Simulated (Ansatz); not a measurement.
## Ni: x(Cu) = 0.75, 4 atoms, Cmmm

Base system: Ni in the fcc (Cu type) structure (space group Fm-3m, No. 225; a = 3.478 Å; ferromagnetic).

The other end (x = 1) is Cu in the fcc (Cu type) structure (space group Fm-3m, No. 225): 11.44 Å³/atom, gap zero.

Perturbation: a fraction x = 0.75 of the Ni sites is given to Cu, ordered in a cell of 4 atoms (starting symmetry Cmmm) and fully relaxed.

Level of theory: Ansatz (a first-principles code) r2SCAN, spin-orbit coupling left out. k-mesh 11×11×18 (Γ-centred); smearing 0.05 eV (Fermi–Dirac), for the changed cell.

```json
[
 {"quantity": "shortest interatomic distance", "base": "245.9 pm", "changed": "250.0 pm", "shift": "+4.02 pm"},
 {"quantity": "band gap", "base": "zero", "changed": "zero", "shift": "–"},
 {"quantity": "magnetic state", "base": "ferromagnetic", "changed": "non-magnetic", "shift": "–"},
 {"quantity": "largest site moment", "base": "0.81 μB", "changed": "0.00 μB", "shift": "-0.81 μB"},
 {"quantity": "mixing energy (to 0.01 eV only: unlike meshes or grids)", "base": "–", "changed": "+0.03 eV/atom", "shift": "–"},
 {"quantity": "deviation of the volume from the linear (Vegard-type) interpolation", "base": "–", "changed": "-0.8 %", "shift": "–"}
]
```

Final structure:

```
CELL_PARAMETERS angstrom
      2.51796    -3.50935     0.00000
      2.51796     3.50935     0.00000
      0.00000     0.00000     2.51746
ATOMIC_POSITIONS crystal
  Cu 0.00000 0.50000 0.00000
  Cu 0.50000 0.50000 0.50000
  Ni 0.00000 0.00000 0.50000
  Cu 0.50000 0.00000 0.00000
```

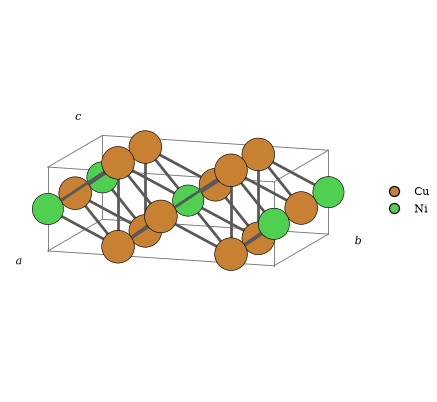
The relaxed conventional cell after the change

The magnetic state is the one reached from the starting moments; the real material's order can differ, and small cells can't hold many antiferromagnetic ones. Each cell is one ordered arrangement of few atoms, which overstates ordering effects compared with a random alloy. No phonon test of stability was made. Seeded moments were not kept for x(Cu) = 0.75, 4 atoms, Cmmm. Spin-polarised in the final run: base; the other runs are not.
